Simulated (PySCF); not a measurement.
# C4H15PSi3: what the fields show

```xyz
23

C    -3.0001   -0.8026    0.3481
C    -2.8787    0.6027   -0.1799
C    -2.1133    0.8682   -1.4320
C    -1.5675    1.3447   -0.1113
Si   -0.0167    0.5775    0.6378
P     0.6648   -1.1379   -0.6202
Si    2.6536   -1.6033    0.2875
Si    4.1026    0.1909    0.5514
H    -3.1224   -0.7971    1.4303
H    -3.8640   -1.2988   -0.0922
H    -2.1105   -1.3795    0.1021
H    -3.7702    1.2013   -0.0184
H    -1.6145    0.0283   -1.8979
H    -2.4827    1.5995   -2.1368
H    -1.6562    2.4110    0.0670
H    -0.2666    0.0340    1.9783
H     1.0093    1.6272    0.7497
H     1.1665   -0.3619   -1.6440
H     2.3136   -2.2650    1.5551
H     3.1875   -2.6562   -0.5895
H     5.4956   -0.2565    0.6128
H     4.0198    1.1559   -0.5505
H     3.8453    0.9446    1.7817
```

Geometry: GFN2-xTB.

The calculation used PySCF 2.14.0, PBE0/pcSseg-1, SCF density, gas phase, non-relativistic.

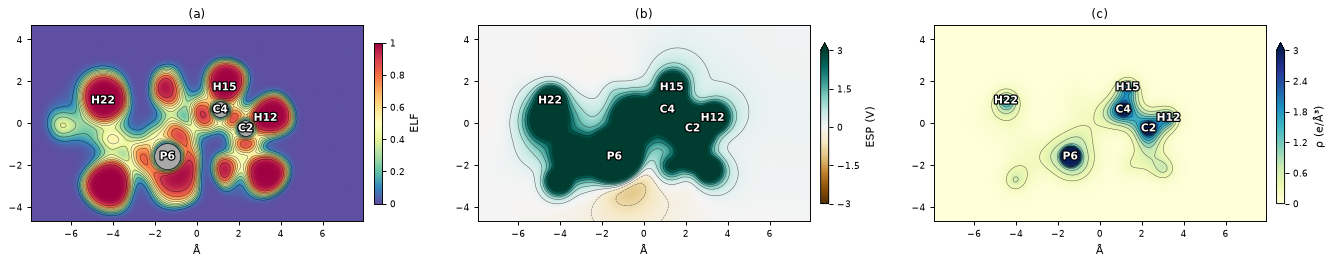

Figure 1. (a) electron localisation function; (b) molecular electrostatic potential; (c) total electron density on the plane of atoms C2, C4 and H15. Grey discs cover the atomic cores in the ELF map.

### What does the map show?

- The plane passes through C, P and H nuclei.
- C–C (1.51 Å): ρ at the midpoint is about 1.6 e/Å³; the ELF peaks at about 0.85 between the atoms: a covalent bond.
- C–H (1.09 Å): the density is about 2 e/Å³ at the midpoint; the ELF climbs to about 1 towards the hydrogen, as it does in any bond to H; an ordinary covalent bond to hydrogen.
- The ELF also peaks beside P6, away from the bonds: lone-pair regions.
- Outside the dense part of the molecule the potential is most negative (−1.1 V) near P6.

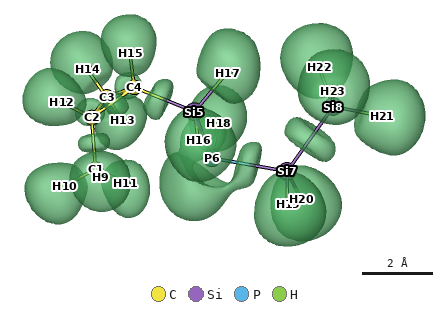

Figure 2. Isosurface of the electron localisation function at 0.8 (green), seen at a tilt. Only the valence region is drawn (cores and ρ < 0.01 e/Å³ removed).

### Identify the bonds, lone pairs and shells in this picture.

The ELF exceeds this value in four regions between bonded C–C atoms (shared pairs), one region between bonded C–Si atoms (shared pairs), one region between bonded Si–Si atoms (shared pairs), 15 regions around hydrogen nuclei and one region on P in which the atom's valence shell and bonds are merged. Profiles from the grid: C–C (1.49 Å): the ELF peaks at about 0.90 between the atoms; localised, covalent bonding. C–Si (1.89 Å): the ELF peaks at about 0.95 between the atoms, as expected for a covalent bond.

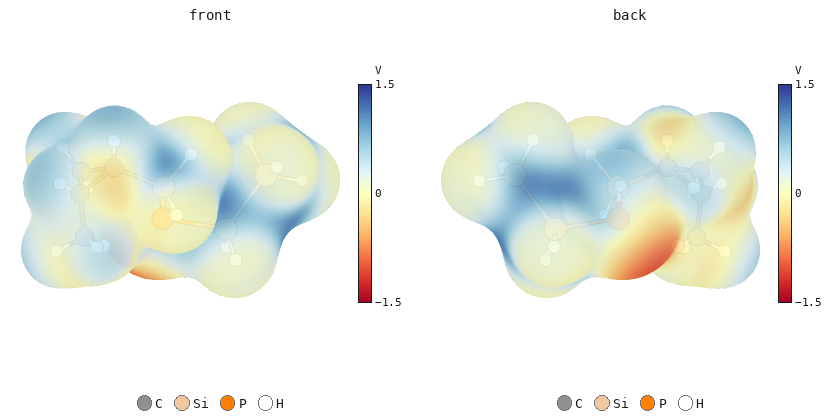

Figure 3. The electrostatic potential painted on the density surface at 0.002 e/bohr³, seen from the front and from behind; red is negative and blue positive.

### Where is the surface potential most negative and most positive?

The most negative region (about −1.0 V) lies over P6, the most positive (about +1.1 V) over Si5, Si7 and Si8.
